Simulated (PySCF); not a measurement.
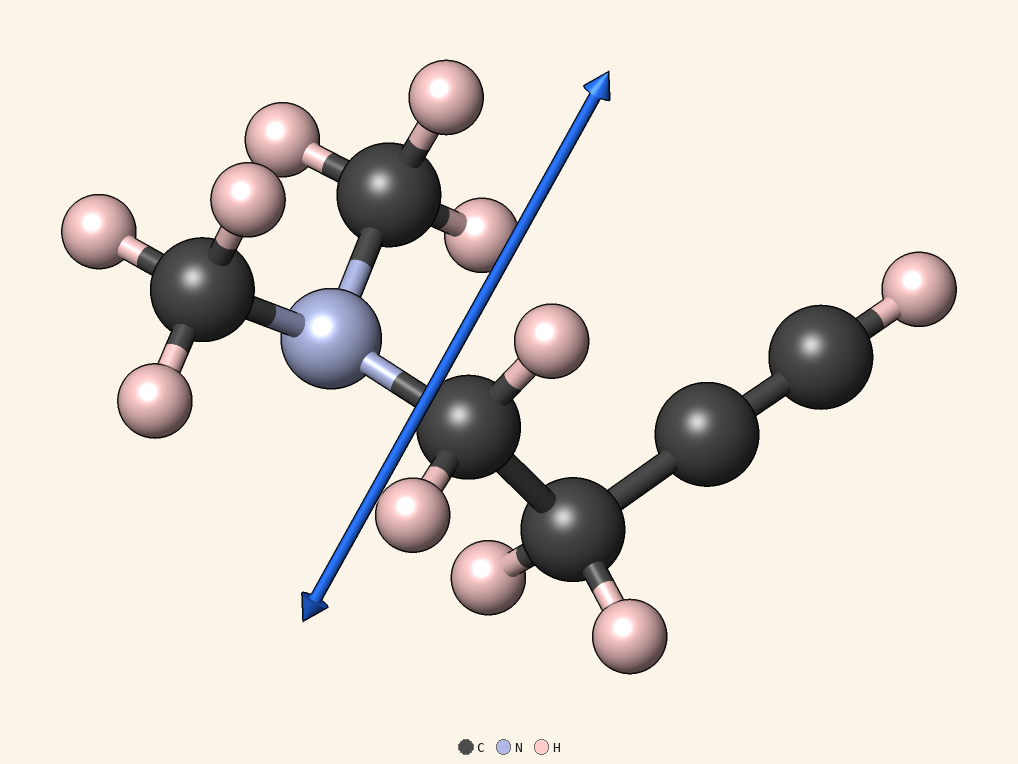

The double arrow shows the direction of the transition dipole to excited singlet state 2 (its length means nothing). The geometry was computed by an optimisation with GFN2-xTB. No frequency run is at hand to confirm it as a minimum. Properties computed with TDDFT PBE0/def2-SVPD, vertical, gas phase, core orbitals frozen in the response (PySCF 2.14.0).

> Where does the transition lie, and how strong is it?

6.39 eV (194 nm), oscillator strength 0.025, mainly HOMO → LUMO+1 (weight 0.86); transition dipole 1.02 D.
